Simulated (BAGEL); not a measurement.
**CH5BS (SMILES CBS) at HF/STO-3G (density fitting with qzvpp-jkfit)**

What is the energy change on altering one bond length of CH5BS at HF/STO-3G (density fitting with qzvpp-jkfit)? 

The calculation is run with BAGEL 1.2.2.

2 further runs of the same task are left out: 2 that didn't finish. Runs told in other sessions of the task aren't counted.

**1. Starting point**

CH5BS: 8 atoms, total charge 0, spin state singlet. As SMILES, `CBS`. The shape is that of a PBE0-D4/def2-TZVP optimisation. This is one conformer, not always the lowest.

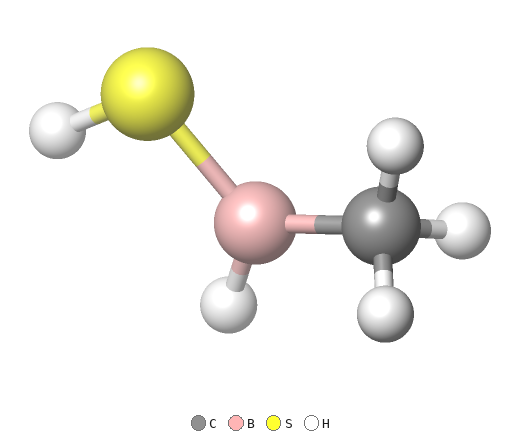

The structure, seen from a chosen angle (carbon grey, boron pink, sulfur yellow, hydrogen white).

**2. A single-point energy at HF/STO-3G (density fitting with qzvpp-jkfit)**

job.json

```json
{ "bagel" : [

{
  "title" : "molecule",
  "basis" : "sto-3g",
  "df_basis" : "qzvpp-jkfit",
  "angstrom" : "true",
  "geometry" : [
    { "atom" : "C", "xyz" : [   -0.632700,    0.847900,   -0.265800 ] },
    { "atom" : "B", "xyz" : [    0.342600,   -0.361800,   -0.154300 ] },
    { "atom" : "S", "xyz" : [    0.598100,   -1.148000,    1.424500 ] },
    { "atom" : "H", "xyz" : [   -1.413900,    0.622700,   -1.001100 ] },
    { "atom" : "H", "xyz" : [   -0.096800,    1.714400,   -0.670300 ] },
    { "atom" : "H", "xyz" : [   -1.113300,    1.144600,    0.668300 ] },
    { "atom" : "H", "xyz" : [    0.932300,   -0.785200,   -1.103800 ] },
    { "atom" : "H", "xyz" : [    1.475800,   -2.091700,    1.046800 ] }
  ]
},
{ "title" : "hf" },
{ "title" : "print", "file" : "orbitals.molden", "orbitals" : "true" }

]}
```

On the command line:

```sh
$ BAGEL_NUM_THREADS=1 BAGEL job.json > job.out
```

Output:

```text
* using 1 threads per process

  ===============================================================
  ===============================================================

  *** Geometry ***

  { "atom" : "C", "xyz" : [     -1.195630,      1.602299,     -0.502289 ] },
  { "atom" : "B", "xyz" : [      0.647420,     -0.683703,     -0.291585 ] },
  { "atom" : "S", "xyz" : [      1.130245,     -2.169406,      2.691915 ] },
  { "atom" : "H", "xyz" : [     -2.671884,      1.176732,     -1.891805 ] },
  { "atom" : "H", "xyz" : [     -0.182925,      3.239746,     -1.266683 ] },
  { "atom" : "H", "xyz" : [     -2.103832,      2.162981,      1.262904 ] },
  { "atom" : "H", "xyz" : [      1.761792,     -1.483813,     -2.085880 ] },
  { "atom" : "H", "xyz" : [      2.788858,     -3.952740,      1.978165 ] },

  Number of auxiliary basis functions:      368

  Since a DF basis is specified, we compute 2- and 3-index integrals:
    o Being stored without compression. Storage requirement is 0.002 GB

  Number of basis functions:       24
  Number of electrons      :       32

    * METHOD: MOLECULE                             0.14

  *** RHF ***

  === Nuclear Repulsion ===
    88.4338901975

      * DIIS with orbital gradients will be used.

  === RHF iteration (sto-3g) ===
      0       -457.85521502          0.01206265           0.01
      1       -457.89169977          0.00318753           0.01
      2       -457.89425241          0.00089296           0.01
      3       -457.89448384          0.00012399           0.01
      4       -457.89449101          0.00004711           0.01
      5       -457.89449231          0.00000529           0.01
      6       -457.89449233          0.00000082           0.01
      7       -457.89449233          0.00000021           0.01
      8       -457.89449233          0.00000004           0.01
      9       -457.89449233          0.00000001           0.01
     10       -457.89449233          0.00000000           0.01
    * SCF iteration converged.

    * Permanent dipole moment:
           (   -0.138140,     0.119897,     0.153588) a.u.

    * METHOD: HF                                   0.22

    * METHOD: PRINT                                0.00

  ===============================================================
```

It took 0.52 s on 1 thread of Arm Neoverse N1, shared host.

**3. The distorted shape**

job.json

```json
{ "bagel" : [

{
  "title" : "molecule",
  "basis" : "sto-3g",
  "df_basis" : "qzvpp-jkfit",
  "angstrom" : true,
  "geometry" : [
    { "atom" : "C", "xyz" : [      -0.398312,       0.915468,      -0.045183 ] },
    { "atom" : "B", "xyz" : [       0.576988,      -0.294232,       0.066317 ] },
    { "atom" : "S", "xyz" : [       0.832488,      -1.080432,       1.645117 ] },
    { "atom" : "H", "xyz" : [      -1.413900,       0.622700,      -1.001100 ] },
    { "atom" : "H", "xyz" : [       0.137588,       1.781968,      -0.449683 ] },
    { "atom" : "H", "xyz" : [      -0.878912,       1.212168,       0.888917 ] },
    { "atom" : "H", "xyz" : [       1.166688,      -0.717632,      -0.883183 ] },
    { "atom" : "H", "xyz" : [       1.710188,      -2.024132,       1.267417 ] }
  ]
},

{ "title" : "hf" },

{ "title" : "print", "file" : "orbitals.molden", "orbitals" : true }

]}
```

On the command line:

```sh
$ BAGEL_NUM_THREADS=1 BAGEL job.json > job.out
```

Output:

```text
* using 1 threads per process

  ===============================================================
  ===============================================================

  *** Geometry ***

  { "atom" : "C", "xyz" : [     -0.752701,      1.729984,     -0.085383 ] },
  { "atom" : "B", "xyz" : [      1.090349,     -0.556018,      0.125321 ] },
  { "atom" : "S", "xyz" : [      1.573174,     -2.041721,      3.108821 ] },
  { "atom" : "H", "xyz" : [     -2.671884,      1.176732,     -1.891805 ] },
  { "atom" : "H", "xyz" : [      0.260004,      3.367431,     -0.849778 ] },
  { "atom" : "H", "xyz" : [     -1.660903,      2.290666,      1.679810 ] },
  { "atom" : "H", "xyz" : [      2.204721,     -1.356128,     -1.668974 ] },
  { "atom" : "H", "xyz" : [      3.231787,     -3.825055,      2.395071 ] },

  Number of auxiliary basis functions:      368

  Since a DF basis is specified, we compute 2- and 3-index integrals:
    o Being stored without compression. Storage requirement is 0.002 GB

  Number of basis functions:       24
  Number of electrons      :       32

    * METHOD: MOLECULE                             0.14

  *** RHF ***

  === Nuclear Repulsion ===
    87.3889794288

      * DIIS with orbital gradients will be used.

  === RHF iteration (sto-3g) ===
      0       -457.79429683          0.01245023           0.01
      1       -457.83226572          0.00340912           0.01
      2       -457.83507946          0.00097345           0.01
      3       -457.83534513          0.00013318           0.01
      4       -457.83535283          0.00005103           0.01
      5       -457.83535421          0.00001232           0.01
      6       -457.83535428          0.00000257           0.01
      7       -457.83535428          0.00000048           0.01
      8       -457.83535428          0.00000011           0.01
      9       -457.83535428          0.00000004           0.01
     10       -457.83535428          0.00000001           0.01
    * SCF iteration converged.

    * Permanent dipole moment:
           (   -0.166006,     0.101835,     0.115722) a.u.

    * METHOD: HF                                   0.22

    * METHOD: PRINT                                0.00

  ===============================================================
```

It took 0.52 s on 1 thread of Arm Neoverse N1, shared host.

**4. Summary of results**

At HF/STO-3G (density fitting with qzvpp-jkfit):

| quantity | value |
| --- | --- |
| first shape: total energy | -457.89449 Eh |
| first shape: dipole moment | 0.61 D |
| first shape: HOMO energy | -8.05 eV |
| first shape: LUMO energy | 7.44 eV |
| first shape: HOMO–LUMO gap | 15.49 eV |
| distorted shape: total energy | -457.83535 Eh |
| distorted shape: dipole moment | 0.58 D |
| distorted shape: HOMO energy | -8.03 eV |
| distorted shape: LUMO energy | 7.13 eV |
| distorted shape: HOMO–LUMO gap | 15.16 eV |
| energy change with the C1–H4 bond stretched from 1.096 to 1.425 Å | 1.609 eV |

What this shows: With the C1–H4 bond stretched from 1.096 to 1.425 Å the energy rises by 1.61 eV (155 kJ/mol). The first shape isn't relaxed at this level, so the change isn't measured from a minimum. The minimal basis adds a large error of its own.
